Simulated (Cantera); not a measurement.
Feed: 1 mol FeS, 0.9 mol H2, at 750 Torr.

These are equilibrium values from Cantera (NASA tables, ideal gas, pure condensed phases), not measurements of a reactor. Candidate condensed phases: Fe, FeS, FeS2, S; 8 gas species. Mutual solubility and eutectic melting of coexisting phases are not modelled. FeS: taken at fixed stoichiometry. Rates play no part.

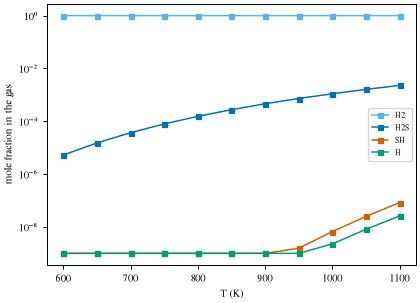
Figure: Equilibrium gas composition (values under 1e-9 drawn at 1e-9)

From 600 K to 750 K the condensed part is FeS(s). From 800 K to 1100 K the condensed part is Fe(α) + FeS(s).
